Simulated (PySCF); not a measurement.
## A study: C₂H₂ClN₃, SMILES `Clc1ncn[nH]1`

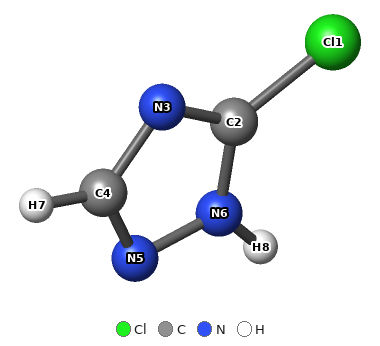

The molecule, with its atoms numbered as below. No frequency check shows the geometry to be a minimum.

Coordinates in Å:

```
Cl1     -1.9116   -0.0338    0.0000
C2      -0.2272   -0.0791    0.0000
N3       0.5348   -1.1432    0.0000
C4       1.7836   -0.6275    0.0000
N5       1.8236    0.6806    0.0000
N6       0.5336    1.0406    0.0000
H7       2.6594   -1.2411    0.0000
H8       0.2557    2.0096    0.0000
```

### 1. Bonding charge

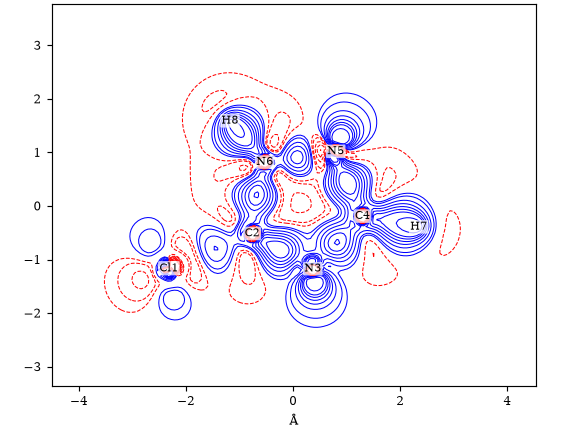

Deformation density (molecule less spherical, spin-averaged free atoms) in the molecular plane; contours at ±0.05 to ±0.8 e/Å³; solid blue lines: gain, dashed red lines: loss.

PySCF calculation, PBE0/def2-TZVP, gas phase; geometry: GFN2-xTB.

**Describe the bonding that the map shows.**

N6–H8: +0.88 e/Å³ at the bond critical point (bond length 1.01 Å, Mayer order 0.9). C4–H7: +0.84 e/Å³ at the bond critical point (bond length 1.07 Å, Mayer order 1.0). C2–N3: +0.71 e/Å³ at the bond critical point (bond length 1.31 Å, Mayer order 1.6). C4–N5: +0.61 e/Å³ at the bond critical point (bond length 1.31 Å, Mayer order 1.7). N3–C4: +0.53 e/Å³ at the bond critical point (bond length 1.35 Å, Mayer order 1.4). C2–N6: +0.46 e/Å³ at the bond critical point (bond length 1.35 Å, Mayer order 1.3). N5–N6: +0.43 e/Å³ at the bond critical point (bond length 1.34 Å, Mayer order 1.1). Cl1–C2: +0.30 e/Å³ at the bond critical point (bond length 1.69 Å, Mayer order 1.2). In all, 2.0 electrons gather in the regions of gain relative to the promolecule.

**Where do the Hirshfeld charges lie?**

The highest Hirshfeld charge is on H8 (+0.17 e), the lowest on N3 (−0.21 e).

### 2. Bond critical points

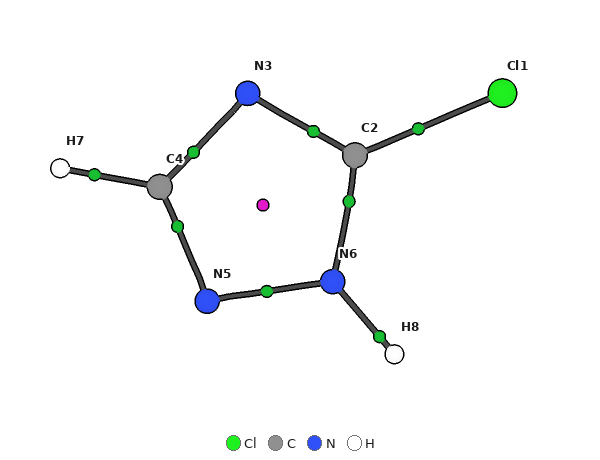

Molecular graph of the electron density (QTAIM): bond paths, bond critical points (green), ring points (magenta, if any); weak paths are dashed.

**How many critical points of each kind are there, and does the count close?**

8 nuclei, 8 bond, 1 ring and 0 cage critical points: 8 − 8 + 1 − 0 = 1, as the Poincaré–Hopf relation requires.

**What does the calculation give at each kind of bond critical point?**

```tsv
bond	length (Å)	ρ (a.u.)	∇²ρ (a.u.)	ε	H (a.u.)
N5–N6	1.339	0.381	−0.87	0.10	−0.428
C2–N3	1.309	0.380	−1.32	0.28	−0.585
C4–N5	1.309	0.370	−1.07	0.28	−0.634
N6–H8	1.008	0.343	−1.97	0.04	−0.537
N3–C4	1.351	0.339	−1.10	0.15	−0.502
C2–N6	1.354	0.330	−0.99	0.32	−0.508
C4–H7	1.069	0.300	−1.14	0.04	−0.316
Cl1–C2	1.685	0.230	−0.43	0.10	−0.190
```

**What kind of interaction is N6–H8?**

Shared-shell (covalent): ρ = 0.343, ∇²ρ = −1.97, H = −0.537 a.u.

### 3. Local ionisation energy

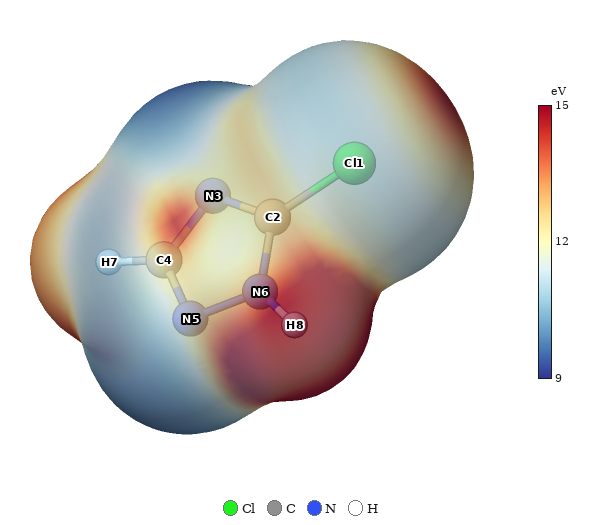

Average local ionisation energy on the surface of electron density 0.001 a.u.

**Where are the most loosely bound electrons on this surface?**

The lowest value is 9.3 eV, 1.9 Å from N3. Further minima include 9.6 eV, 2.0 Å from N5; 10.9 eV, off the molecular plane, over Cl1 (2.1 Å), and at like points elsewhere; 11.8 eV, off the molecular plane, over N6 (1.9 Å), and at like points elsewhere. For comparison, the highest occupied orbital lies at −7.8 eV.

### 4. Removing or adding an electron

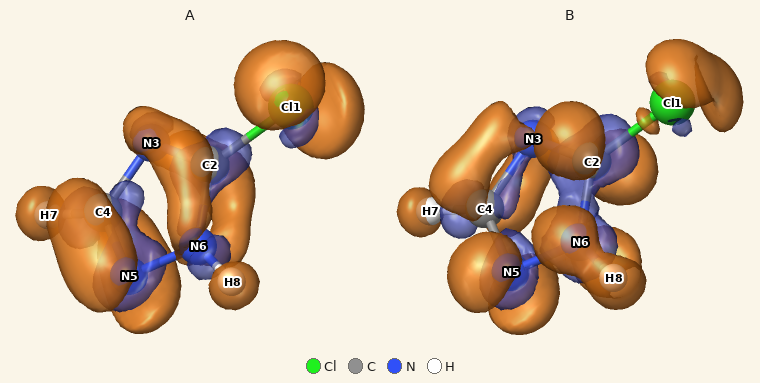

The two Fukui functions at ±0.03 e/Å³ (orange positive, blue negative).

Computed with PySCF, PBE0/def2-SVP, geometry: GFN2-xTB.

**Which panel is f⁻ (electron removed) and which f⁺ (electron added)?**

A is f⁻, B is f⁺. f⁻ (Hirshfeld-condensed) is largest on Cl1 (0.27) and N5 (0.20); the vertical ionisation energy is 9.99 eV. f⁺ (Hirshfeld-condensed) is largest on Cl1 (0.18), N5 (0.17) and C2 (0.16); the vertical electron affinity is −2.19 eV (the stability of the anion's solution wasn't checked; negative, but this basis has no diffuse functions, so it doesn't show that the anion is unbound).

**What chemical potential and hardness follow from the two energies?**

μ = −(I + A)/2 = −3.90 eV and η = I − A = 12.17 eV.

### 5. Localised orbitals

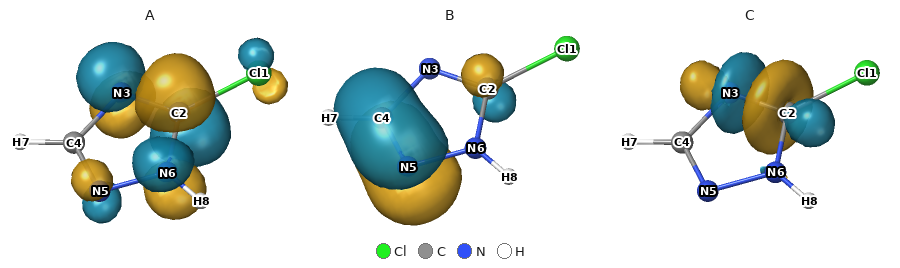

Intrinsic bond orbitals (IBO), occupied and valence-virtual; each surface holds about 85 % of the orbital's density. Energies are diagonal elements of the Fock matrix.

Method: HF/def2-SVPD; geometry: GFN2-xTB; program: PySCF.

**Name the orbitals, with their atomic make-up and energies.**

By panel:
- A: delocalised π* orbital mainly over C2, N3 and N6 (C2 51 %, N3 26 %, N6 16 %; 6.0 eV)
- B: π bond N5–C4 (N5 59 %, C4 35 %, C2 6 %; −12.4 eV)
- C: σ* orbital C2–N3 (C2 53 %, N3 46 %; 21.4 eV)

**Which has the smallest and which the largest spatial spread?**

Smallest: C (0.93 Å); largest: A (1.31 Å).

### 6. Magnetic shielding

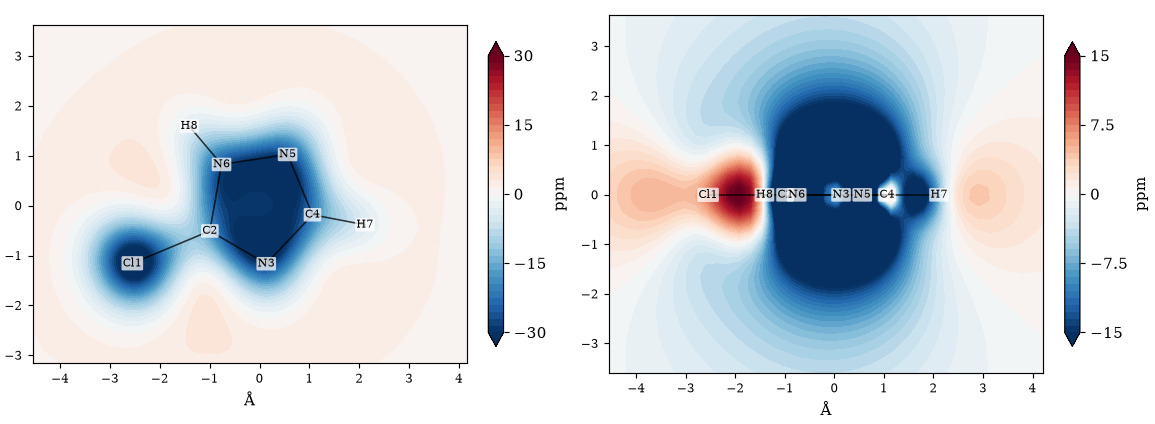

NICSzz (the component normal to the ring) 1.0 Å above the plane of the 5-membered ring C2/N3/C4/N5/N6 (left) and NICSzz (the component normal to the ring) in a plane perpendicular to the same ring (right); GIAO shieldings; atoms are projected onto the map; negative values mean shielding.

Level of theory: B3LYP/def2-SVPD (PySCF), at a geometry from GFN2-xTB.

**Classify the ring and give its NICS values.**

It is strongly diatropic (aromatic): NICS(0) = −11.3, NICS(1) = −10.2, NICS(1)zz = −28.7 ppm.

The PySCF runs shown took 26 s, 2.4 min, 3 s and 35 s on 1 thread of Arm Neoverse V2, with other jobs on the host.
